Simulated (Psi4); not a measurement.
## Property calculation of CH5B (part 2 of 2)

The same run, continued: CH5B, SMILES [H]B([H])C; OMP2/pcSseg-1, RHF (Psi4 1.11). The geometry comes from this level: GFN2-xTB.

Geometry of the input (Å):
```
B  0.4448  0.7811  0.0063
H  1.6149  0.7823  0.0090
H  -0.1297  1.7981  -0.0614
C  -0.3372  -0.5740  0.0397
H  -0.4056  -0.9294  -0.9911
H  -1.3583  -0.4963  0.4055
H  0.1709  -1.3619  0.5920
```

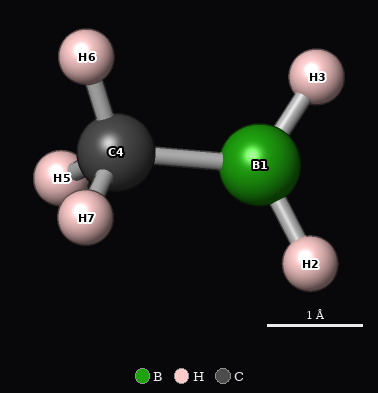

Figure 1. The structure (ball-and-stick view, seen at a tilt; atoms are numbered from 1 in the order of the input).

The program's output, continued
```
  RAS3                          => (empty)
  RAS4                          => (empty)
  READ_SCF_3INDEX               => (empty)
  REGULARIZATION                => (empty)
  REG_PARAM                     => (empty)
  RELATIVISTIC                  => (empty)
  REMP_A                        => (empty)
  RESTRICTED_DOCC               => (empty)
  RESTRICTED_UOCC               => (empty)
  RMS_MOGRAD_CONVERGENCE        => (empty)
  R_CONVERGENCE                 => (empty)
  SCF_TYPE                      => DISK_DF         !
  SCREENING                     => (empty)
  SCS_TYPE                      => (empty)
  SOCC                          => (empty)
  SOS_TYPE                      => (empty)
  TRIPLES_IABC_TYPE             => (empty)
  WFN                           => (empty)
  WFN_TYPE                      => DF-OMP2         !
  WRITER_FILE_LABEL             => (empty)
  ZORA_BASIS_TOLERANCE          => (empty)
  ZORA_NR_DEBUG                 => (empty)
  ZORA_PRUNING_SCHEME           => (empty)
  ZORA_RADIAL_POINTS            => (empty)
  ZORA_SPHERICAL_POINTS         => (empty)

	Warning: cc_lambda option is changed to TRUE
	For this residual convergence, default PCG convergence is:     1.00e-07
	For this energy convergence, default RMS orbital gradient is:     3.16e-07
	For this energy convergence, default MAX orbital gradient is:     2.00e-06

 ==============================================================================
 ==============================================================================
 ==============================================================================

                      DF-OMP2 (DF-OO-MP2)

 ==============================================================================
 ==============================================================================
 ==============================================================================

	MO Hessian type is changed to 'APPROX_DIAG'
	MO spaces...

	 FC   OCC   VIR   FV
	----------------------
	  2    6    51    0
	Reading DF integrals from disk ...
	Number of basis functions in the DF-HF basis: 240
	Number of basis functions in the DF-CC basis: 166

	Minimum required memory for amplitudes:      2.14 MB

	Computing DF-MP2 energy using SCF MOs (Canonical DF-MP2)...
	=======================================================================
	Nuclear Repulsion Energy (a.u.)    :    31.93100817151054
	DF-HF Energy (a.u.)                :   -65.43015699889897
	REF Energy (a.u.)                  :   -65.43015699889897
	DF-MP2 Correlation Energy (a.u.)   :    -0.23768982999540
	DF-MP2 Total Energy (a.u.)         :   -65.66784682889437
	=======================================================================

	Number of independent-pairs: 420

 ==============================================================================
 ================ Performing DF-OMP2 iterations... ============================
 ==============================================================================
	            Minimizing DF-MP2-L Functional
	            ------------------------------
 Iter       E_total           DE           RMS MO Grad      MAX MO Grad      RMS T2
 ----    ---------------    ----------     -----------      -----------     ----------
	successfully fired up coupled DIIS...
   1     -65.6693424798     -1.50e-03       7.98e-04         5.59e-03        1.37e-05
   2     -65.6694646094     -1.22e-04       3.42e-04         2.31e-03        4.91e-06
   3     -65.6694887220     -2.41e-05       1.46e-04         1.56e-03        2.26e-06
   4     -65.6694991773     -1.05e-05       6.61e-05         1.13e-03        5.39e-07
   5     -65.6695037740     -4.60e-06       4.46e-05         7.10e-04        1.78e-07
   6     -65.6695063434     -2.57e-06       2.98e-05         4.44e-04        1.45e-07
   7     -65.6695077103     -1.37e-06       1.85e-05         3.63e-04        5.92e-08
   8     -65.6695079606     -2.50e-07       1.56e-05         3.11e-04        3.02e-08
   9     -65.6695083137     -3.53e-07       1.01e-05         1.97e-04        3.47e-08
  10     -65.6695085095     -1.96e-07       4.79e-06         6.79e-05        1.57e-08
  11     -65.6695085332     -2.38e-08       3.09e-06         4.52e-05        1.44e-08
  12     -65.6695085444     -1.12e-08       1.41e-06         1.82e-05        9.23e-09
  13     -65.6695085465     -2.07e-09       5.46e-07         7.68e-06        3.05e-09
  14     -65.6695085467     -1.63e-10       4.14e-07         6.11e-06        1.37e-09
  15     -65.6695085468     -1.49e-10       2.66e-07         3.93e-06        1.08e-09
  16     -65.6695085469     -8.24e-11       1.07e-07         1.32e-06        8.22e-10

 ==============================================================================
 ======================== DF-OMP2 ITERATIONS ARE CONVERGED ====================
 ==============================================================================

	Computing MP2 energy using optimized MOs...
	=======================================================================
	Nuclear Repulsion Energy (a.u.)    :    31.93100817151054
	DF-HF Energy (a.u.)                :   -65.43015699889897
	REF Energy (a.u.)                  :   -65.42847633940976
	DF-MP2 Correlation Energy (a.u.)   :    -0.23935154794277
	DF-MP2 Total Energy (a.u.)         :   -65.66950854684174
	=======================================================================

	=======================================================================
	================ DF-OMP2 FINAL RESULTS ================================
	=======================================================================
	Nuclear Repulsion Energy (a.u.)    :    31.93100817151054
	DF-HF Energy (a.u.)                :   -65.43015699889897
	REF Energy (a.u.)                  :   -65.42847633940976
	DF-OMP2 Correlation Energy (a.u.)  :    -0.23935154798727
	Edfomp2 - Eref (a.u.)              :    -0.24103220747648
	DF-OMP2 Total Energy (a.u.)        :   -65.66950854688623
	=======================================================================

	total time  =          1 seconds =       0.02 minutes

Properties will be evaluated at   0.000000,   0.000000,   0.000000 [a0]

Properties computed using the OMP2 density matrix

 Multipole Moments:

 ------------------------------------------------------------------------------------
     Multipole            Electronic (a.u.)      Nuclear  (a.u.)        Total (a.u.)
 ------------------------------------------------------------------------------------

 L = 1.  Multiply by 2.5417464519 to convert [e a0] to [Debye]
 Dipole X            :         -0.1431132            0.1878689            0.0447557
 Dipole Y            :          0.9637871           -1.1286695           -0.1648824
 Dipole Z            :          0.5399221           -0.6255227           -0.0856006
 Magnitude           :                                                    0.1910935

 L = 2.  Multiply by 1.3450342976 to convert [e a0^2] to [Debye ang]
 Quadrupole XX       :        -15.5987639            5.3969518          -10.2018121
 Quadrupole XY       :          1.2251038           -1.2823280           -0.0572242
 Quadrupole XZ       :          0.7089298           -0.7383273           -0.0293975
 Quadrupole YY       :        -54.5888689           42.2923656          -12.2965033
 Quadrupole YZ       :        -17.2379293           16.9963673           -0.2415620
 Quadrupole ZZ       :        -34.7515493           22.6789462          -12.0726031
 Traceless XX        :         19.3809635          -18.0591361            1.3218274
 Traceless YY        :        -19.6091415           18.8362777           -0.7728638
 Traceless ZZ        :          0.2281780           -0.7771416           -0.5489636

 ------------------------------------------------------------------------------------
  Mulliken Charges: (a.u.)
   Center  Symbol    Alpha    Beta     Spin     Total
       1     B     2.36571  2.36571  0.00000  0.26857
       2     H     0.52896  0.52896  0.00000 -0.05793
       3     H     0.52908  0.52908  0.00000 -0.05815
       4     C     3.25024  3.25024  0.00000 -0.50048
       5     H     0.43947  0.43947  0.00000  0.12107
       6     H     0.44366  0.44366  0.00000  0.11267
       7     H     0.44288  0.44288  0.00000  0.11424

   Total alpha =  8.00000, Total beta =  8.00000, Total charge =  0.00000

  Natural Orbital Occupations:

  Total Occupations:
  HONO-2 :    6  A    1.969
  HONO-1 :    7  A    1.967
  HONO-0 :    8  A    1.964
  LUNO+0 :    9  A    0.017
  LUNO+1 :   10  A    0.017
  LUNO+2 :   11  A    0.017
  LUNO+3 :   12  A    0.013

  Variable Map:
  ----------------------------------------------------------------------------
  "CURRENT CORRELATION ENERGY"       =>      -0.239351547987
  "CURRENT ENERGY"                   =>     -65.669508546886
  "CURRENT REFERENCE ENERGY"         =>     -65.430156998899
  "DD SOLVATION ENERGY"              =>       0.000000000000
  "HF KINETIC ENERGY"                =>      65.553203463185
  "HF POTENTIAL ENERGY"              =>    -130.983360462084
  "HF TOTAL ENERGY"                  =>     -65.430156998899
  "HF VIRIAL RATIO"                  =>       1.998122952689
  "MP2 CORRELATION ENERGY"           =>      -0.237689829995
  "MP2 DOUBLES ENERGY"               =>      -0.237689829995
  "MP2 SINGLES ENERGY"               =>       0.000000000000
  "MP2 TOTAL ENERGY"                 =>     -65.667846828894
  "NUCLEAR REPULSION ENERGY"         =>      31.931008171511
  "OMP2 CORRELATION ENERGY"          =>      -0.239351547987
  "OMP2 REFERENCE CORRECTION ENERGY" =>       0.001680659489
  "OMP2 TOTAL ENERGY"                =>     -65.669508546886
  "ONE-ELECTRON ENERGY"              =>    -149.788427699114
  "PCM POLARIZATION ENERGY"          =>       0.000000000000
  "PE ENERGY"                        =>       0.000000000000
  "SCF ITERATION ENERGY"             =>     -65.430156998899
  "SCF ITERATIONS"                   =>      11.000000000000
  "SCF TOTAL ENERGY"                 =>     -65.430156998899
  "SCS(N)-MP2 CORRELATION ENERGY"    =>      65.430156998899
  "SCS(N)-MP2 TOTAL ENERGY"          =>       0.000000000000
  "SCS(N)-OMP2 CORRELATION ENERGY"   =>      65.430156998899
  "SCS(N)-OMP2 TOTAL ENERGY"         =>       0.000000000000
  "SCS-MP2 CORRELATION ENERGY"       =>      65.430156998899
  "SCS-MP2 TOTAL ENERGY"             =>       0.000000000000
  "SCS-OMP2 CORRELATION ENERGY"      =>      65.430156998899
  "SCS-OMP2 TOTAL ENERGY"            =>       0.000000000000
  "SOS-MP2 CORRELATION ENERGY"       =>      65.430156998899
  "SOS-MP2 TOTAL ENERGY"             =>       0.000000000000
  "SOS-OMP2 CORRELATION ENERGY"      =>      65.430156998899
  "SOS-OMP2 TOTAL ENERGY"            =>       0.000000000000
  "TWO-ELECTRON ENERGY"              =>      52.427262528704

  Array Variable Map:
  ----------------------------------------------------------------------------
  "CURRENT DIPOLE"                   =>       0.033346519839 ... -0.066957856620 1 by 3
  "OMP2 DIPOLE"                      =>       0.044755675007 ... -0.085600639466 1 by 3
  "OMP2 QUADRUPOLE"                  =>     -10.201812055001 ... -12.072603103609 1 by 6
  "SCF DIPOLE"                       =>       0.033346519839 ... -0.066957856620 1 by 3
  "SCF TOTAL ENERGIES"               =>     -64.637438153994 ... -65.430156998899 1 by 12

    Psi4 run time: 0:00:02.09
```

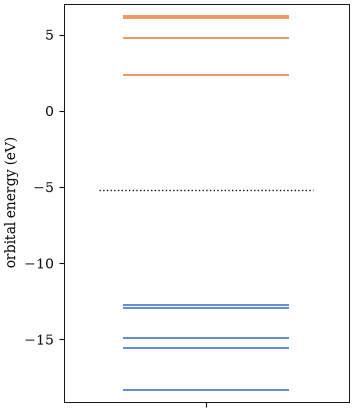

Figure 2. Orbital energies near the frontier (SCF reference); the dotted line parts filled from empty levels, and levels within 0.02 eV of each other stand side by side. Highest filled −12.71 eV, lowest empty 2.35 eV, 15.06 eV apart.

Key numbers

```csv
quantity,value
outcome,converged
total energy,−65.669509 hartree
SCF energy,−65.430157 hartree
MP2 energy,−65.667847 hartree
correlation energy,−0.239352 hartree
basis functions,59
HOMO of the SCF reference,−12.71 eV
LUMO of the SCF reference,2.35 eV
wall time,3 s
peak memory,0.2 GiB
```
